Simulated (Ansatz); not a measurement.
# (Br2In-mu-SH)3 (Br₆H₃In₃S₃): a spread of methods and bases

Aim: run (Br2In-mu-SH)3 (Br₆H₃In₃S₃) under a spread of inputs, and see what each costs and gives.

The runs use Ansatz 0.2.0, Gaussian basis; the settings change from run to run.

2 further runs of the same task are left out: 1 that didn't finish, 1 set aside as unsound or not needed. Runs told in other sessions of the task aren't counted.

## (1) The relaxed structure

The geometry comes from an earlier relaxation with PBE-D4/def2-SVP; it is a stationary point, not always the lowest conformer. In takes a core potential in def2 sets; no spin-orbit term is included.

15 atoms, charge 0, spin multiplicity 1.

Atoms are counted from 1 here; the program's logs count them from 0.

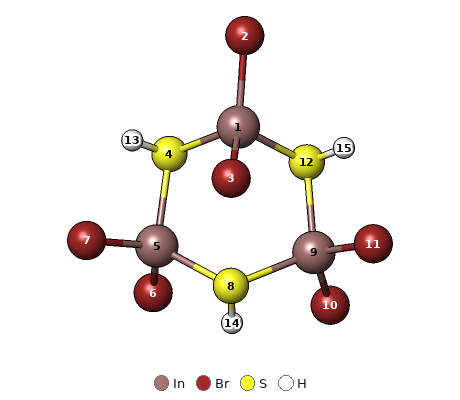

The geometry (indium brown, bromine red, sulfur yellow, hydrogen white); atoms are numbered from 1 in the order of the file.

## (2) B97M-V/def2-mTZVPP

Set apart from the defaults: charge -1, multiplicity 2, density fitting with def2-universal-jkfit, the search for lower states set to light.

File in.yaml:

```yaml
crystal:
  periodic: [false, false, false]
  atoms:
    - {symbol: In, position_ang: [2.193888, -0.621505, -0.275327]}
    - {symbol: Br, position_ang: [4.379224, -1.720165, -0.754903]}
    - {symbol: Br, position_ang: [2.063516, 1.513588, 1.041600]}
    - {symbol: S, position_ang: [0.812728, -0.302150, -2.435213]}
    - {symbol: In, position_ang: [-0.986063, 1.430819, -1.681360]}
    - {symbol: Br, position_ang: [-3.172577, 0.566398, -2.543500]}
    - {symbol: Br, position_ang: [0.042599, 3.592726, -2.408791]}
    - {symbol: S, position_ang: [-1.381493, 1.533781, 0.875221]}
    - {symbol: In, position_ang: [-1.141114, -0.791498, 1.981710]}
    - {symbol: Br, position_ang: [-3.413557, -1.798576, 1.680605]}
    - {symbol: Br, position_ang: [-0.035982, -0.555179, 4.213792]}
    - {symbol: S, position_ang: [0.519972, -2.336669, 0.691812]}
    - {symbol: H, position_ang: [1.600237, 0.709798, -2.906730]}
    - {symbol: H, position_ang: [-2.723134, 1.317209, 0.687074]}
    - {symbol: H, position_ang: [1.241757, -2.538587, 1.834009]}
basis:
  gaussian: {orbitals: def2-mTZVPP, fitting: {mean_field: def2-universal-jkfit}}
total_charge: -1
magnetization: {spin_polarized: true, initial_magnetization: 1}
hamiltonian: {xc: {name: B97M-V}}
scf: {lower_state_search: light}
output: {forces: true}
```

Launch:

```console
ansatz run in.yaml --threads 2 --pin off --events-out ev --progress --plain --max-ram 32768MiB --backend cuda --devices 0, --max-vram 18GiB
```

Standard output, shortened:

```text
Functional definition: B97M-V
  name "B97M-V"
  cite "Mardirossian & Head-Gordon, J. Chem. Phys. 142, 074111 (2015) doi:10.1063/1.4907719"
  cite "Becke, J. Chem. Phys. 107, 8554 (1997) doi:10.1063/1.475007"
  cite "Vydrov & Van Voorhis, J. Chem. Phys. 133, 244103 (2010) doi:10.1063/1.3521275"
  # Of w^i u^j: cxij and so on, Table III.
[...]
  gx(w, u) = cx00 + cx01*u + cx02*u^2 + (cx10 + cx11*u)*w
  gss(w, u) = css00 + css02*u^2 + css10*w + (css32*w^3 + css42*w^4)*u^2
  gos(w, u) = cos00 + cos01*u + cos03*u^3 + cos10*w + cos32*w^3*u^2
[...]
      + integral(e_c_pw_mod_opposite_spin*gos(b97_w_opposite, b97_u_opposite)) + vv10(b, c)
2688 factors; integrals over basis functions are off by at most 4.6e-1 eV
[...]
mean field -468288.35652239 eV, -17209.2796849495 hartree, gradient 3.2e-5 eV, S^2 0.750904; 4 other end points of the search recorded, 0 dependent functions left out
[...]
reference -468288.35663675 eV, -17209.2796891519 hartree; 163, 162 occupied and 257, 258 virtual orbitals, 2688 factors
Total energy: -468288.35663675 eV, -17209.2796891519 hartree
Atom 0 at     2.193888    -0.621505    -0.275327 Å, force    -0.252321    -0.085036    -0.094608 eV/Å
Atom 1 at     4.379224    -1.720165    -0.754903 Å, force     0.733215    -0.294570    -0.108589 eV/Å
Atom 2 at     2.063516     1.513588     1.041600 Å, force     0.113972     0.374062     0.230610 eV/Å
Atom 3 at     0.812728    -0.302150    -2.435213 Å, force     0.293827     0.246473    -0.384693 eV/Å
Atom 4 at    -0.986063     1.430819    -1.681360 Å, force     0.096694    -0.099624     0.214042 eV/Å
Atom 5 at    -3.172577     0.566398    -2.543500 Å, force    -0.610040    -0.201763    -0.268910 eV/Å
Atom 6 at     0.042599     3.592726    -2.408791 Å, force     0.275013     0.631379    -0.280530 eV/Å
Atom 7 at    -1.381493     1.533781     0.875221 Å, force    -0.592951     0.047554     0.038555 eV/Å
Atom 8 at    -1.141114    -0.791498     1.981710 Å, force     0.093597     0.164412    -0.204279 eV/Å
Atom 9 at    -3.413557    -1.798576     1.680605 Å, force    -0.622590    -0.285026    -0.026954 eV/Å
Atom 10 at    -0.035982    -0.555179     4.213792 Å, force     0.271706    -0.004257     0.637513 eV/Å
Atom 11 at     0.519972    -2.336669     0.691812 Å, force     0.238105    -0.308958     0.394023 eV/Å
Atom 12 at     1.600237     0.709798    -2.906730 Å, force    -0.293320    -0.351010     0.232761 eV/Å
Atom 13 at    -2.723134     1.317209     0.687074 Å, force     0.517981     0.033867     0.041369 eV/Å
Atom 14 at     1.241757    -2.538587     1.834009 Å, force    -0.262889     0.132496    -0.420311 eV/Å
Dipole moment:     0.216475    -0.152575    -0.079468 e Å
```

It took 25 s on 1 × H100 (card shared with other runs) with 2 threads of AMD EPYC 7R13, shared host; peak host memory 1.5 GiB.

Largest force 0.798 eV/Å, ⟨S²⟩ 0.751.

## (3) B2GP-PLYP/def2-mTZVPP

Set apart from the defaults: coordinates scaled by 1.05, density fitting with def2-universal-jkfit.

File in.yaml:

```yaml
crystal:
  periodic: [false, false, false]
  atoms:
    - {symbol: In, position_ang: [2.303582, -0.652580, -0.289094]}
    - {symbol: Br, position_ang: [4.598185, -1.806173, -0.792648]}
    - {symbol: Br, position_ang: [2.166692, 1.589267, 1.093680]}
    - {symbol: S, position_ang: [0.853364, -0.317258, -2.556973]}
    - {symbol: In, position_ang: [-1.035367, 1.502360, -1.765428]}
    - {symbol: Br, position_ang: [-3.331206, 0.594718, -2.670675]}
    - {symbol: Br, position_ang: [0.044728, 3.772362, -2.529230]}
    - {symbol: S, position_ang: [-1.450567, 1.610470, 0.918982]}
    - {symbol: In, position_ang: [-1.198170, -0.831073, 2.080796]}
    - {symbol: Br, position_ang: [-3.584235, -1.888505, 1.764635]}
    - {symbol: Br, position_ang: [-0.037781, -0.582938, 4.424482]}
    - {symbol: S, position_ang: [0.545971, -2.453503, 0.726402]}
    - {symbol: H, position_ang: [1.680249, 0.745288, -3.052066]}
    - {symbol: H, position_ang: [-2.859290, 1.383070, 0.721428]}
    - {symbol: H, position_ang: [1.303845, -2.665516, 1.925710]}
basis:
  gaussian: {orbitals: def2-mTZVPP, fitting: {mean_field: def2-universal-jkfit}}
hamiltonian: {xc: {name: B2GP-PLYP}}
scf: {omitted_lower_state_checks: [starts]}
output: {forces: true}
```

The command is unchanged.

Standard output, shortened:

```text
Functional definition: B2GP-PLYP
  name "B2GP-PLYP"
  cite "Karton, Tarnopolsky, Lamère, Schatz & Martin, J. Phys. Chem. A 112, 12868 (2008) doi:10.1021/jp801805p"
  cite "Becke, Phys. Rev. A 38, 3098 (1988) doi:10.1103/PhysRevA.38.3098"
  cite "Lee, Yang & Parr, Phys. Rev. B 37, 785 (1988) doi:10.1103/PhysRevB.37.785"
[...]
2688 factors; integrals over basis functions are off by at most 4.6e-1 eV
[...]
mean field -468213.35932882 eV, -17206.5235889205 hartree, gradient 2.5e-6 eV, S^2 0.000000; 0 other end points of the search recorded, 0 dependent functions left out
81 core orbitals not correlated: weight in the atoms' cores, before any rotation towards them, 1.000 or more for the frozen orbitals, at most 0.000 for the correlated occupied ones
reference -468213.35954746 eV, -17206.5235969554 hartree; 81, 81 occupied and 258, 258 virtual orbitals, 2688 factors
[...]
Atom 6 at     0.044728     3.772362    -2.529230 Å, force    -0.573943    -1.198576     0.405371 eV/Å
Atom 7 at    -1.450567     1.610470     0.918982 Å, force    -1.580759    -1.116729    -0.735626 eV/Å
Atom 8 at    -1.198170    -0.831073     2.080796 Å, force    -0.186261    -0.126655     0.294122 eV/Å
Atom 9 at    -3.584235    -1.888505     1.764635 Å, force     1.255958     0.550872     0.164940 eV/Å
Atom 10 at    -0.037781    -0.582938     4.424482 Å, force    -0.617999    -0.131133    -1.241999 eV/Å
Atom 11 at     0.545971    -2.453503     0.726402 Å, force     1.010499     0.822527     1.628321 eV/Å
Atom 12 at     1.680249     0.745288    -3.052066 Å, force    -1.056327    -1.369053     0.661235 eV/Å
Atom 13 at    -2.859290     1.383070     0.721428 Å, force     1.835701     0.281613     0.247901 eV/Å
Atom 14 at     1.303845    -2.665516     1.925710 Å, force    -0.967675     0.292916    -1.552995 eV/Å
Dipole moment:     0.211577    -0.244092    -0.173193 e Å
Checks for a lower state left out: starts
```

Wall time 20 s (1 × H100 (card shared with other runs) with 2 threads of AMD EPYC 7R13, shared host); peak host memory 4.3 GiB.

Largest force 2.085 eV/Å, dipole 1.76 D.

## (4) SVWN5/def2-TZVP

This run has multiplicity 3, atoms shaken by 0.08 Å, density fitting with def2-universal-jkfit, a grid of angular degree 23.

File in.yaml:

```yaml
crystal:
  periodic: [false, false, false]
  atoms:
    - {symbol: In, position_ang: [2.350404, -0.636675, -0.246705]}
    - {symbol: Br, position_ang: [4.315163, -1.604565, -0.680137]}
    - {symbol: Br, position_ang: [2.133849, 1.437489, 0.964888]}
    - {symbol: S, position_ang: [0.892797, -0.446271, -2.424908]}
    - {symbol: In, position_ang: [-1.074284, 1.441122, -1.589435]}
    - {symbol: Br, position_ang: [-3.234627, 0.565796, -2.453203]}
    - {symbol: Br, position_ang: [-0.013612, 3.648538, -2.496631]}
    - {symbol: S, position_ang: [-1.296838, 1.526919, 0.971983]}
    - {symbol: In, position_ang: [-0.964130, -0.833207, 1.929599]}
    - {symbol: Br, position_ang: [-3.376483, -1.766192, 1.688205]}
    - {symbol: Br, position_ang: [-0.101342, -0.370749, 4.272903]}
    - {symbol: S, position_ang: [0.502018, -2.488584, 0.536137]}
    - {symbol: H, position_ang: [1.644216, 0.646063, -2.915371]}
    - {symbol: H, position_ang: [-2.593408, 1.272919, 0.752485]}
    - {symbol: H, position_ang: [1.299724, -2.426404, 1.902826]}
basis:
  gaussian: {orbitals: def2-TZVP, fitting: {mean_field: def2-universal-jkfit}, final_grid: {core_spheres: 8, valence_spheres: 7, degree: 23}}
magnetization: {spin_polarized: true, initial_magnetization: 2}
hamiltonian: {xc: {name: SVWN5}}
scf: {omitted_lower_state_checks: [starts]}
```

The command is unchanged.

Standard output, shortened:

```text
Functional definition: SVWN5
  name "SVWN5"
  cite "Dirac, Proc. Camb. Phil. Soc. 26, 376 (1930) doi:10.1017/S0305004100016108"
  cite "Slater, Phys. Rev. 81, 385 (1951) doi:10.1103/PhysRev.81.385"
  cite "Vosko, Wilk & Nusair, Can. J. Phys. 58, 1200 (1980) doi:10.1139/p80-159"
[...]
2688 factors; integrals over basis functions are off by at most 6.7e-1 eV
[...]
mean field -467651.01889507 eV, -17185.8579591483 hartree, gradient 2.9e-6 eV, S^2 2.000775; 0 other end points of the search recorded, 0 dependent functions left out
reference -467651.01897108 eV, -17185.8579619415 hartree; 163, 161 occupied and 404, 406 virtual orbitals, 2688 factors
Total energy: -467651.01897108 eV, -17185.8579619415 hartree
Checks for a lower state left out: starts
```

It took 23 s on 1 × H100 (card shared with other runs) with 2 threads of AMD EPYC 7R13, shared host; peak host memory 1.1 GiB.

⟨S²⟩ 2.001.

## (5) wB97X-V/def2-TZVP

This run has multiplicity 3, density fitting with def2-universal-jkfit.

File in.yaml:

```yaml
crystal:
  periodic: [false, false, false]
  atoms:
    - {symbol: In, position_ang: [2.193888, -0.621505, -0.275327]}
    - {symbol: Br, position_ang: [4.379224, -1.720165, -0.754903]}
    - {symbol: Br, position_ang: [2.063516, 1.513588, 1.041600]}
    - {symbol: S, position_ang: [0.812728, -0.302150, -2.435213]}
    - {symbol: In, position_ang: [-0.986063, 1.430819, -1.681360]}
    - {symbol: Br, position_ang: [-3.172577, 0.566398, -2.543500]}
    - {symbol: Br, position_ang: [0.042599, 3.592726, -2.408791]}
    - {symbol: S, position_ang: [-1.381493, 1.533781, 0.875221]}
    - {symbol: In, position_ang: [-1.141114, -0.791498, 1.981710]}
    - {symbol: Br, position_ang: [-3.413557, -1.798576, 1.680605]}
    - {symbol: Br, position_ang: [-0.035982, -0.555179, 4.213792]}
    - {symbol: S, position_ang: [0.519972, -2.336669, 0.691812]}
    - {symbol: H, position_ang: [1.600237, 0.709798, -2.906730]}
    - {symbol: H, position_ang: [-2.723134, 1.317209, 0.687074]}
    - {symbol: H, position_ang: [1.241757, -2.538587, 1.834009]}
basis:
  gaussian: {orbitals: def2-TZVP, fitting: {mean_field: def2-universal-jkfit}}
magnetization: {spin_polarized: true, initial_magnetization: 2}
hamiltonian: {xc: {name: wB97X-V}}
scf: {omitted_lower_state_checks: [starts]}
output: {forces: true}
```

Launched as before.

Standard output, shortened:

```text
Functional definition: wB97X-V
  name "wB97X-V"
  cite "Mardirossian & Head-Gordon, Phys. Chem. Chem. Phys. 16, 9904 (2014) doi:10.1039/C3CP54374A"
  cite "Becke, J. Chem. Phys. 107, 8554 (1997) doi:10.1063/1.475007"
  cite "Vydrov & Van Voorhis, J. Chem. Phys. 133, 244103 (2010) doi:10.1063/1.3521275"
[...]
      + integral(e_c_pw_opposite_spin*poly(b97_u_opposite, cos0, cos1)) + vv10(b, c)
[...]
2688 factors; integrals over basis functions are off by at most 5.5e-1 eV
2688 factors; integrals over basis functions are off by at most 9.4e-7 eV
[...]
mean field -468320.54942227 eV, -17210.4627521988 hartree, gradient 5.0e-6 eV, S^2 2.011042; 0 other end points of the search recorded, 0 dependent functions left out
[...]
reference -468320.54941887 eV, -17210.4627520738 hartree; 163, 161 occupied and 404, 406 virtual orbitals, 2688 factors
[...]
Atom 6 at     0.042599     3.592726    -2.408791 Å, force    -0.243629    -0.493023     0.098732 eV/Å
Atom 7 at    -1.381493     1.533781     0.875221 Å, force    -0.710660     0.591577    -1.182837 eV/Å
Atom 8 at    -1.141114    -0.791498     1.981710 Å, force     2.470049     1.023109     0.457447 eV/Å
Atom 9 at    -3.413557    -1.798576     1.680605 Å, force    -3.232752    -1.426616    -0.388600 eV/Å
Atom 10 at    -0.035982    -0.555179     4.213792 Å, force     0.312303    -0.003453     0.744246 eV/Å
Atom 11 at     0.519972    -2.336669     0.691812 Å, force     1.253387    -0.115899    -0.078265 eV/Å
Atom 12 at     1.600237     0.709798    -2.906730 Å, force    -0.307270    -0.412856     0.148836 eV/Å
Atom 13 at    -2.723134     1.317209     0.687074 Å, force     0.640226     0.171263     0.079580 eV/Å
Atom 14 at     1.241757    -2.538587     1.834009 Å, force    -0.325313     0.076635    -0.464249 eV/Å
Dipole moment:    -0.877405    -0.725725    -0.019860 e Å
Checks for a lower state left out: starts
```

It took 45 s on 1 × H100 (card shared with other runs) with 2 threads of AMD EPYC 7R13, shared host; peak host memory 3.1 GiB.

Largest force 3.555 eV/Å, dipole 5.47 D, ⟨S²⟩ 2.011.

## (6) All runs side by side

```csv
level,charge,multiplicity,geometry,functions,energy (eV),time
B97M-V/def2-mTZVPP,-1,2,relaxed,420,-468288.357,25 s
B2GP-PLYP/def2-mTZVPP,0,1,scaled,420,-468237.782,20 s
SVWN5/def2-TZVP,0,3,shaken,567,-467651.019,23 s
wB97X-V/def2-TZVP,0,3,relaxed,567,-468320.549,45 s
```

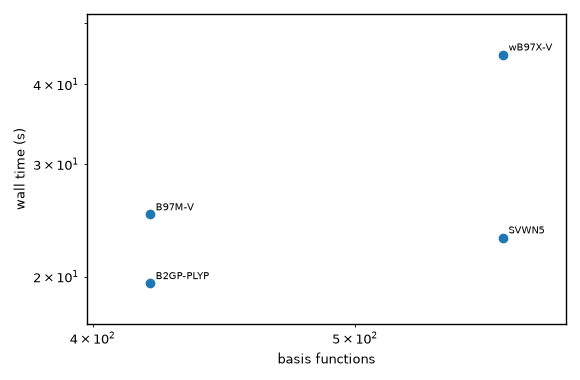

Wall time against the number of basis functions (shared host).

## (7) What came out

| quantity | value |
| --- | --- |
| runs | 4 |
| quickest | B2GP-PLYP/def2-mTZVPP, 20 s |
| slowest | wB97X-V/def2-TZVP, 45 s |

**Reading.** The runs differ in state or geometry as well as level, so their energies can't be set against each other. Run time spans a factor of 2, from B2GP-PLYP/def2-mTZVPP to wB97X-V/def2-TZVP. The jobs differ in tasks and options as well as level.
